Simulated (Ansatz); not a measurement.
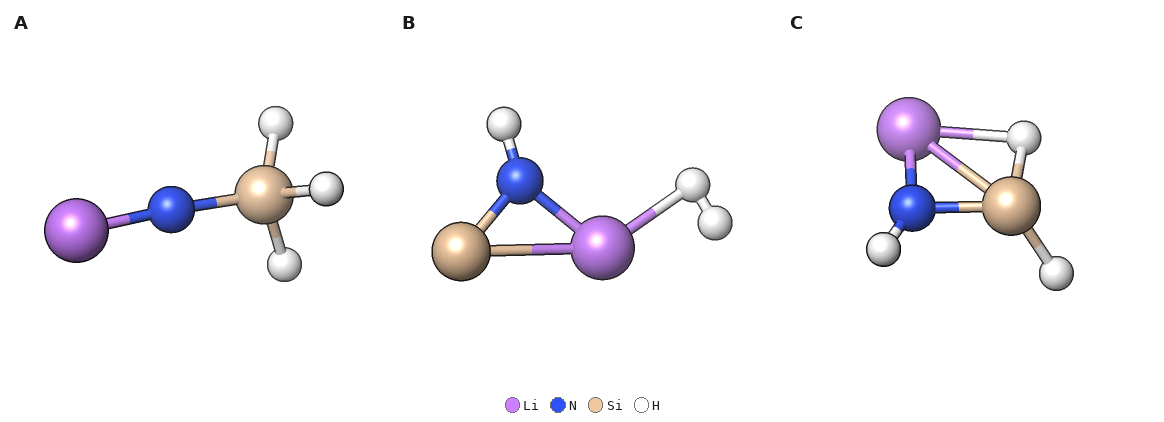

3 stationary structures of one formula. State: neutral, doublet. Geometries: PBE0-D4/def2-TZVP. Electronic energies: UHF-CCSD(T) (frozen core)/def2-TZVPP (Ansatz 0.2.0), without zero-point energy. No frequency run is at hand to confirm each as a minimum.

Rank them by energy, lowest first.

Answer. C is lowest (C1); B lies 15.6 kcal/mol above it (Cs), A lies 22.8 kcal/mol above it.
